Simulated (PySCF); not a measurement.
## Geometry relaxation, with input and output: CH6N (charge +2) (part 1 of 2)

CH6N, charge +2, multiplicity 2, computed with B3LYP/6-31G*, UKS (PySCF 2.14.0).

The atoms were displaced at random from an optimised geometry. The geometry is that of the parent species in another charge or spin state. Figures and captions count atoms from 1; the log counts them from 0 in places.

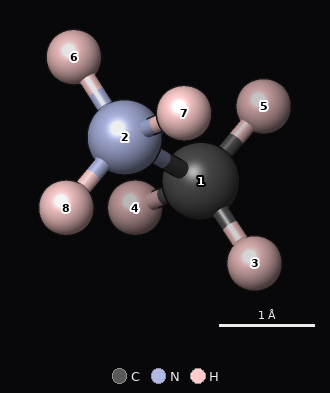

*The structure as given in the input (ball-and-stick view, seen at a tilt; atoms are numbered from 1 in the order of the input).*

Bond lengths as drawn: C–H 1.08 Å, C–N 1.50 Å and H–N 1.02 to 1.04 Å.

Input (run.py)
```python
import numpy
from pyscf import gto, dft, symm
from pyscf.hessian import thermo
from pyscf.geomopt.geometric_solver import kernel as optimise

system = gto.Mole()
system.atom = '''
C       -0.235590       0.296851      -0.654661
N        0.202911      -0.294391       0.657629
H       -0.051977      -0.460835      -1.409244
H       -1.289399       0.507577      -0.585782
H        0.335478       1.186065      -0.860846
H        0.059109       0.420916       1.395729
H        1.195122      -0.525538       0.619399
H       -0.286805      -1.175959       0.872577
'''
system.max_memory = 1860
system.charge = 2
system.basis = '6-31g*'
system.spin = 1
system.verbose = 3
system.build()

myscf = dft.UKS(system)
myscf.xc = 'b3lyp'
myscf.conv_tol = 1e-10
myscf.grids.level = 4
myscf = myscf.newton()
converged, mol_eq = optimise(myscf, maxsteps=80)
print('converged:', converged)
print(mol_eq.tostring())

myscf.reset(mol_eq)
system = mol_eq
myscf.kernel()
e_final = myscf.e_tot
print(f'total energy: {e_final:.8f} hartree')
hess = myscf.Hessian().kernel()
modes = thermo.harmonic_analysis(system, hess)
print('frequencies (1/cm)', numpy.round(modes['freq_wavenumber'], 1))
symm.geom.TOLERANCE = 1e-3  # for the symmetry number
th = thermo.thermo(myscf, modes['freq_au'], 298.15, 101325)
thermo.dump_thermo(system, th)
```

Command:
```bash
OMP_NUM_THREADS=1 python run.py
```

Log
```
#|     Arguments passed to driver run_optimizer():      |#
customengine              <pyscf.geomopt.geometric_solver.PySCFEngine object>
maxiter                   80
----------------------------------------------------------
Custom engine selected.
Bonds will be generated from interatomic distances less than 1.20 times sum of covalent radii
24 internal coordinates being used (instead of 24 Cartesians)
Internal coordinate system (atoms numbered from 1):
Distance 1-2
Distance 1-3
Distance 1-4
Distance 1-5
Distance 2-6
Distance 2-7
Distance 2-8
Angle 2-1-3
Angle 2-1-4
Angle 2-1-5
Angle 3-1-4
Angle 3-1-5
Angle 4-1-5
Angle 1-2-6
Angle 1-2-7
Angle 1-2-8
Angle 6-2-7
Angle 6-2-8
Angle 7-2-8
Dihedral 3-1-2-6
Dihedral 3-1-2-7
Dihedral 3-1-2-8
Dihedral 4-1-2-6
Dihedral 4-1-2-7
Dihedral 4-1-2-8
Dihedral 5-1-2-6
Dihedral 5-1-2-7
Dihedral 5-1-2-8
Translation-X 1-8
Translation-Y 1-8
Translation-Z 1-8
Rotation-A 1-8
Rotation-B 1-8
Rotation-C 1-8
<class 'geometric.internal.Distance'> : 7
<class 'geometric.internal.Angle'> : 12
<class 'geometric.internal.Dihedral'> : 9
<class 'geometric.internal.TranslationX'> : 1
<class 'geometric.internal.TranslationY'> : 1
<class 'geometric.internal.TranslationZ'> : 1
<class 'geometric.internal.RotationA'> : 1
<class 'geometric.internal.RotationB'> : 1
<class 'geometric.internal.RotationC'> : 1
> ===== Optimization Info: ====
> Job type: Energy minimization
> Maximum number of optimization cycles: 80
> Initial / maximum trust radius (Angstrom): 0.100 / 0.300
> Convergence Criteria:
> Will converge when all 5 criteria are reached:
>  |Delta-E| < 1.00e-06
>  RMS-Grad  < 3.00e-04
>  Max-Grad  < 4.50e-04
>  RMS-Disp  < 1.20e-03
>  Max-Disp  < 1.80e-03
> === End Optimization Info ===

Geometry optimization cycle 1
Cartesian coordinates (Angstrom)
 Atom        New coordinates             dX        dY        dZ
   C  -0.235590   0.296851  -0.654661    0.000000  0.000000  0.000000
   N   0.202911  -0.294391   0.657629    0.000000  0.000000  0.000000
   H  -0.051977  -0.460835  -1.409244    0.000000  0.000000  0.000000
   H  -1.289399   0.507577  -0.585782    0.000000  0.000000  0.000000
   H   0.335478   1.186065  -0.860846    0.000000  0.000000  0.000000
   H   0.059109   0.420916   1.395729    0.000000 -0.000000 -0.000000
   H   1.195122  -0.525538   0.619399    0.000000  0.000000  0.000000
   H  -0.286805  -1.175959   0.872577    0.000000  0.000000  0.000000

WARN: Mole.unit (angstrom) is changed to Bohr

WARN: HOMO -0.420706019234982 >= LUMO -0.420706019234982

converged SCF energy = -95.456322810324  <S^2> = 0.75286073  2S+1 = 2.0028587
--------------- SecondOrderUKS_Scanner gradients ---------------
         x                y                z
0 C    -0.0378430364    -0.0586076618    -0.1357969655
1 N     0.0171356622     0.0023799330     0.0544365869
2 H     0.0088032460     0.0489666935     0.0770636162
3 H     0.0582522091     0.0228594886     0.0243232582
4 H    -0.0293739131    -0.0082165750     0.0211065769
5 H    -0.0009959891    -0.0079200411    -0.0210088366
6 H    -0.0280639956    -0.0029565649    -0.0085743810
7 H     0.0120857665     0.0034951572    -0.0115498984
----------------------------------------------
cycle 1: E = -95.4563228103  dE = -95.4563  norm(grad) = 0.206239
Step    0 : Gradient = 7.292e-02/1.527e-01 (rms/max) Energy = -95.4563228103
Hessian Eigenvalues: 2.30000e-02 5.00000e-02 5.00000e-02 ... 4.16078e-01 4.26119e-01 4.44185e-01

Geometry optimization cycle 2
Cartesian coordinates (Angstrom)
 Atom        New coordinates             dX        dY        dZ
   C  -0.225223   0.326080  -0.595244    0.010367  0.029229  0.059417
   N   0.218758  -0.295499   0.675654    0.015847 -0.001108  0.018025
   H  -0.147183  -0.410881  -1.552017   -0.095206  0.049954 -0.142773
   H  -1.365942   0.430610  -0.683790   -0.076543 -0.076967 -0.098008
   H   0.412279   1.189705  -0.893221    0.076801  0.003640 -0.032375
   H   0.093291   0.393354   1.475437    0.034182 -0.027562  0.079708
   H   1.246100  -0.512805   0.685124    0.050978  0.012733  0.065725
   H  -0.303227  -1.165907   0.922860   -0.016422  0.010052  0.050283
converged SCF energy = -95.4983448666421  <S^2> = 0.75299885  2S+1 = 2.0029966
--------------- SecondOrderUKS_Scanner gradients ---------------
         x                y                z
0 C    -0.0173355848    -0.0197872815    -0.0441976184
1 N     0.0066492912    -0.0058592673     0.0123442882
2 H     0.0114052407     0.0026043283     0.0179391062
3 H     0.0029111810     0.0165216535     0.0095255723
4 H    -0.0049888670     0.0073461186     0.0052989483
5 H     0.0003323210     0.0032716587     0.0005110299
6 H    -0.0004389836    -0.0020257339     0.0009367075
7 H     0.0014656316    -0.0020712933    -0.0023583756
----------------------------------------------
cycle 2: E = -95.4983448666  dE = -0.0420221  norm(grad) = 0.0619875
Step    1 : Displace = 1.022e-01/1.787e-01 (rms/max) Trust = 1.000e-01 (=) Grad = 2.192e-02/5.143e-02 (rms/max) E (change) = -95.4983448666 (-4.202e-02) Quality = 1.170
Hessian Eigenvalues: 2.30000e-02 5.00000e-02 5.00000e-02 ... 4.21443e-01 4.28321e-01 4.52160e-01

Geometry optimization cycle 3
Cartesian coordinates (Angstrom)
 Atom        New coordinates             dX        dY        dZ
   C  -0.197855   0.336251  -0.552439    0.027368  0.010171  0.042804
   N   0.218355  -0.283487   0.686494   -0.000403  0.012012  0.010839
   H  -0.242181  -0.319345  -1.617540   -0.094997  0.091536 -0.065523
   H  -1.344745   0.314706  -0.718124    0.021197 -0.115904 -0.034333
   H   0.470190   1.156530  -0.901973    0.057911 -0.033175 -0.008753
   H   0.094097   0.386570   1.499268    0.000806 -0.006783  0.023831
   H   1.249574  -0.494627   0.694563    0.003474  0.018178  0.009439
   H  -0.318609  -1.141965   0.944596   -0.015382  0.023943  0.021736
converged SCF energy = -95.5063204517969  <S^2> = 0.75290982  2S+1 = 2.0029077
--------------- SecondOrderUKS_Scanner gradients ---------------
         x                y                z
0 C    -0.0013853457    -0.0065925724     0.0043178062
1 N    -0.0007614506     0.0008281799    -0.0058647706
2 H     0.0032911987    -0.0019207711    -0.0023703659
3 H    -0.0037350485     0.0031839921     0.0015908122
4 H     0.0016923074     0.0025637524    -0.0001178167
5 H     0.0000811066     0.0008438979     0.0021764098
6 H     0.0023096941     0.0009368502     0.0000170301
7 H    -0.0014922392     0.0001569252     0.0002510089
----------------------------------------------
cycle 3: E = -95.5063204518  dE = -0.00797559  norm(grad) = 0.0130337
Step    2 : Displace = 7.629e-02/1.475e-01 (rms/max) Trust = 1.414e-01 (+) Grad = 4.608e-03/8.002e-03 (rms/max) E (change) = -95.5063204518 (-7.976e-03) Quality = 1.126
Hessian Eigenvalues: 2.29987e-02 4.95149e-02 5.00000e-02 ... 4.21438e-01 4.28324e-01 4.52943e-01

Geometry optimization cycle 4
Cartesian coordinates (Angstrom)
 Atom        New coordinates             dX        dY        dZ
   C  -0.191925   0.344621  -0.550215    0.005930  0.008370  0.002224
   N   0.220195  -0.282904   0.692698    0.001840  0.000583  0.006204
   H  -0.267506  -0.297256  -1.620830   -0.025325  0.022089 -0.003290
   H  -1.331486   0.290824  -0.731348    0.013259 -0.023882 -0.013224
   H   0.472562   1.156994  -0.911623    0.002371  0.000463 -0.009650
   H   0.094311   0.386424   1.502180    0.000214 -0.000147  0.002912
   H   1.247539  -0.501990   0.704610   -0.002035 -0.007363  0.010046
   H  -0.314887  -1.142103   0.949364    0.003723 -0.000139  0.004768
converged SCF energy = -95.5067369855989  <S^2> = 0.75285253  2S+1 = 2.0028505
--------------- SecondOrderUKS_Scanner gradients ---------------
         x                y                z
0 C    -0.0020918461    -0.0006146981     0.0048855040
1 N     0.0002729544    -0.0001514560    -0.0029779738
2 H     0.0015299335    -0.0007986900    -0.0036212442
3 H    -0.0009456211     0.0007892493     0.0003987698
4 H     0.0009119177     0.0001306803    -0.0013556935
5 H     0.0000646024     0.0001351570     0.0012543720
6 H     0.0007364307     0.0003632488     0.0006439502
7 H    -0.0004780834     0.0001468174     0.0007724819
----------------------------------------------
cycle 4: E = -95.5067369856  dE = -0.000416534  norm(grad) = 0.00784691
Step    3 : Displace = 1.772e-02/3.325e-02 (rms/max) Trust = 2.000e-01 (+) Grad = 2.774e-03/5.350e-03 (rms/max) E (change) = -95.5067369856 (-4.165e-04) Quality = 1.240
Hessian Eigenvalues: 2.29929e-02 3.60734e-02 5.00000e-02 ... 4.16673e-01 4.26811e-01 4.46773e-01

Geometry optimization cycle 5
Cartesian coordinates (Angstrom)
 Atom        New coordinates             dX        dY        dZ
   C  -0.187054   0.349393  -0.550085    0.004871  0.004773  0.000130
   N   0.220962  -0.281702   0.694659    0.000767  0.001202  0.001961
   H  -0.280457  -0.296179  -1.609871   -0.012951  0.001078  0.010959
   H  -1.322689   0.279915  -0.738232    0.008796 -0.010910 -0.006884
   H   0.472246   1.162912  -0.910237   -0.000316  0.005918  0.001387
   H   0.093631   0.388750   1.500205   -0.000680  0.002326 -0.001975
   H   1.245916  -0.506047   0.704012   -0.001623 -0.004057 -0.000598
   H  -0.313788  -1.142474   0.944363    0.001098 -0.000370 -0.005001
converged SCF energy = -95.5068939862858  <S^2> = 0.75276804  2S+1 = 2.0027661
--------------- SecondOrderUKS_Scanner gradients ---------------
         x                y                z
0 C    -0.0039526659     0.0013851648     0.0036592090
1 N     0.0013391690    -0.0001811100    -0.0003874396
2 H     0.0011260212    -0.0002136850    -0.0028557135
3 H     0.0014063339    -0.0001115381     0.0005764823
4 H     0.0007675840    -0.0009473513    -0.0013768105
5 H    -0.0001952227     0.0000361695    -0.0000194028
6 H    -0.0003618925    -0.0000029508     0.0002535581
7 H    -0.0001290363     0.0000356056     0.0001503435
----------------------------------------------
cycle 5: E = -95.5068939863  dE = -0.000157001  norm(grad) = 0.00695395
Step    4 : Displace = 9.174e-03/1.693e-02 (rms/max) Trust = 2.828e-01 (+) Grad = 2.459e-03/5.562e-03 (rms/max) E (change) = -95.5068939863 (-1.570e-04) Quality = 1.525
Hessian Eigenvalues: 1.68115e-02 2.30303e-02 5.00000e-02 ... 4.25003e-01 4.30115e-01 4.84654e-01

Geometry optimization cycle 6
Cartesian coordinates (Angstrom)
 Atom        New coordinates             dX        dY        dZ
   C  -0.176057   0.355643  -0.553579    0.010997  0.006250 -0.003494
   N   0.221565  -0.280127   0.695921    0.000602  0.001575  0.001262
   H  -0.303467  -0.303057  -1.584771   -0.023011 -0.006879  0.025101
   H  -1.309479   0.266896  -0.755506    0.013210 -0.013018 -0.017274
   H   0.468813   1.179846  -0.902421   -0.003433  0.016934  0.007815
   H   0.094975   0.390399   1.497897    0.001343  0.001649 -0.002308
   H   1.244008  -0.511681   0.701146   -0.001907 -0.005634 -0.002866
   H  -0.311681  -1.143448   0.936065    0.002107 -0.000974 -0.008298
converged SCF energy = -95.5071240814349  <S^2> = 0.75255744  2S+1 = 2.0025558
--------------- SecondOrderUKS_Scanner gradients ---------------
         x                y                z
0 C    -0.0065555086     0.0032617538     0.0000248353
1 N     0.0022882900    -0.0001958855     0.0032695789
2 H     0.0007434702     0.0008795126    -0.0009915502
3 H     0.0042632351    -0.0011409063     0.0010720365
4 H     0.0008289369    -0.0021040948    -0.0010724292
5 H    -0.0003948263    -0.0002997184    -0.0014003007
6 H    -0.0015591754    -0.0003846876    -0.0003290420
7 H     0.0003858193    -0.0000157455    -0.0005727602
----------------------------------------------
cycle 6: E = -95.5071240814  dE = -0.000230095  norm(grad) = 0.0102054
Step    5 : Displace = 1.764e-02/3.477e-02 (rms/max) Trust = 3.000e-01 (+) Grad = 3.608e-03/7.322e-03 (rms/max) E (change) = -95.5071240814 (-2.301e-04) Quality = 1.484
Hessian Eigenvalues: 8.16217e-03 2.30192e-02 5.00000e-02 ... 4.25606e-01 4.35514e-01 5.63898e-01

Geometry optimization cycle 7
Cartesian coordinates (Angstrom)
 Atom        New coordinates             dX        dY        dZ
   C  -0.157116   0.360808  -0.560619    0.018940  0.005165 -0.007040
   N   0.222518  -0.279421   0.694515    0.000953  0.000706 -0.001407
   H  -0.335764  -0.320028  -1.544396   -0.032296 -0.016971  0.040374
   H  -1.293747   0.256446  -0.784941    0.015732 -0.010451 -0.029435
   H   0.459064   1.209186  -0.885981   -0.009749  0.029340  0.016440
   H   0.099126   0.391288   1.493737    0.004152  0.000889 -0.004160
   H   1.243475  -0.518651   0.697168   -0.000534 -0.006970 -0.003977
   H  -0.309028  -1.145313   0.925143    0.002654 -0.001866 -0.010922
converged SCF energy = -95.5073823634694  <S^2> = 0.75225389  2S+1 = 2.0022526
--------------- SecondOrderUKS_Scanner gradients ---------------
         x                y                z
0 C    -0.0070139310     0.0046837729    -0.0048047012
1 N     0.0020115261    -0.0002673877     0.0061340682
2 H    -0.0000813352     0.0024789190     0.0018598991
3 H     0.0059261885    -0.0026454894     0.0013936989
4 H     0.0009384545    -0.0031756090    -0.0001139731
5 H    -0.0004049944    -0.0005554460    -0.0023735590
6 H    -0.0021965821    -0.0005240866    -0.0009386369
7 H     0.0008208895     0.0000053987    -0.0011564224
----------------------------------------------
cycle 7: E = -95.5073823635  dE = -0.000258282  norm(grad) = 0.014653
Step    6 : Displace = 2.743e-02/5.464e-02 (rms/max) Trust = 3.000e-01 (=) Grad = 5.181e-03/9.707e-03 (rms/max) E (change) = -95.5073823635 (-2.583e-04) Quality = 1.262
Hessian Eigenvalues: 7.97513e-03 2.30240e-02 5.00000e-02 ... 4.25417e-01 4.36208e-01 5.34562e-01

Geometry optimization cycle 8
Cartesian coordinates (Angstrom)
 Atom        New coordinates             dX        dY        dZ
   C  -0.146508   0.359143  -0.565724    0.010608 -0.001665 -0.005105
   N   0.223821  -0.281023   0.690875    0.001303 -0.001602 -0.003640
   H  -0.346090  -0.339495  -1.521800   -0.010326 -0.019467  0.022597
   H  -1.291292   0.266148  -0.802780    0.002456  0.009703 -0.017839
   H   0.446773   1.228769  -0.873592   -0.012290  0.019583  0.012390
   H   0.102946   0.389883   1.490806    0.003820 -0.001405 -0.002931
   H   1.245850  -0.521628   0.696044    0.002375 -0.002977 -0.001124
   H  -0.307068  -1.147567   0.920704    0.001960 -0.002254 -0.004438
converged SCF energy = -95.507676789624  <S^2> = 0.75213306  2S+1 = 2.0021319
--------------- SecondOrderUKS_Scanner gradients ---------------
         x                y                z
0 C    -0.0056337501     0.0036021016    -0.0060516337
1 N     0.0012337005    -0.0003716586     0.0053367574
2 H    -0.0000807719     0.0028044657     0.0029430220
3 H     0.0048092406    -0.0026323729     0.0013314325
4 H     0.0009917072    -0.0025491684     0.0002596418
5 H    -0.0003177738    -0.0004381850    -0.0019369830
6 H    -0.0017207029    -0.0004226186    -0.0009092009
7 H     0.0007186249     0.0000074697    -0.0009728595
----------------------------------------------
cycle 8: E = -95.5076767896  dE = -0.000294426  norm(grad) = 0.013299
Step    7 : Displace = 1.698e-02/3.222e-02 (rms/max) Trust = 3.000e-01 (=) Grad = 4.702e-03/9.019e-03 (rms/max) E (change) = -95.5076767896 (-2.944e-04) Quality = 1.662
Hessian Eigenvalues: 8.60318e-03 2.30234e-02 3.46948e-02 ... 4.18077e-01 4.26641e-01 4.47658e-01

Geometry optimization cycle 9
Cartesian coordinates (Angstrom)
 Atom        New coordinates             dX        dY        dZ
   C  -0.131205   0.347721  -0.573382    0.015303 -0.011423 -0.007658
   N   0.227965  -0.286959   0.681215    0.004144 -0.005937 -0.009659
   H  -0.348835  -0.387682  -1.492157   -0.002746 -0.048187  0.029643
   H  -1.297547   0.312424  -0.835266   -0.006255  0.046276 -0.032486
   H   0.413156   1.261289  -0.847427   -0.033618  0.032521  0.026164
   H   0.111794   0.384027   1.486233    0.008847 -0.005857 -0.004573
   H   1.255098  -0.523331   0.697680    0.009248 -0.001703  0.001636
   H  -0.302179  -1.153382   0.917493    0.004889 -0.005816 -0.003211
converged SCF energy = -95.5081953470329  <S^2> = 0.75206823  2S+1 = 2.0020672
--------------- SecondOrderUKS_Scanner gradients ---------------
         x                y                z
0 C    -0.0006265677    -0.0001342731    -0.0017195657
1 N    -0.0006925607    -0.0002800105    -0.0010540543
2 H     0.0003249957     0.0008347320     0.0012932887
3 H     0.0002048255    -0.0007881273     0.0006632061
4 H     0.0006963287     0.0000224724     0.0002115685
5 H    -0.0000097358     0.0001223926     0.0004559120
6 H     0.0003198547     0.0001510299    -0.0000740073
7 H    -0.0002169376     0.0000719639     0.0002237805
----------------------------------------------
cycle 9: E = -95.508195347  dE = -0.000518557  norm(grad) = 0.00309847
Step    8 : Displace = 3.551e-02/5.896e-02 (rms/max) Trust = 3.000e-01 (=) Grad = 1.095e-03/1.835e-03 (rms/max) E (change) = -95.5081953470 (-5.186e-04) Quality = 1.105
Hessian Eigenvalues: 8.14665e-03 2.30092e-02 3.22663e-02 ... 4.19936e-01 4.26951e-01 4.49970e-01
```
